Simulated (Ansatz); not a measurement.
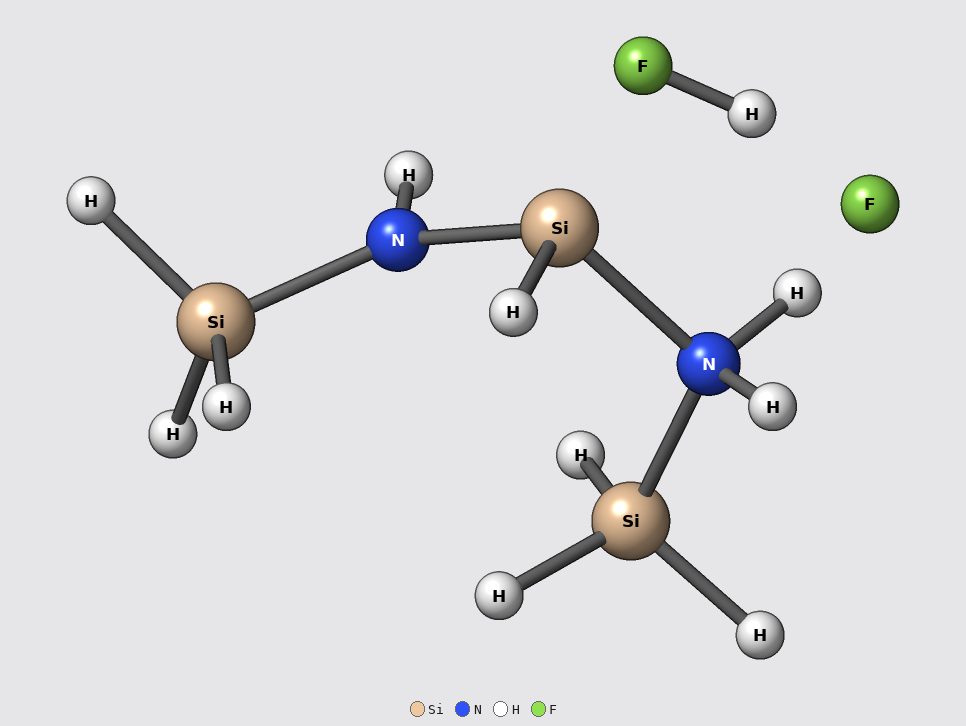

The species is neutral and a spin doublet. Sticks follow a distance rule. Harmonic vibrations computed with UKS PBE0-D4/def2-TZVP (Ansatz 0.2.0) at a stationary point of the same level.

### Is this a minimum or a saddle point?

A first-order saddle point: one imaginary frequency, 324i cm⁻¹.

### How many vibrational modes are there, and where do they lie?

48 modes: 324i, 31, 57, 65, 98, 123, 140, 176, 200, 250, 291, 319, 522, 555, 607, 617, 637, 683, 705, 719, 745, 772, 835, 846, 906, 936, 939, 947, 954, 960, 989, 1074, 1105, 1117, 1214, 1336, 1468, 1647, 2104, 2208, 2221, 2246, 2247, 2257, 2289, 2300, 3520, 3578 cm⁻¹.
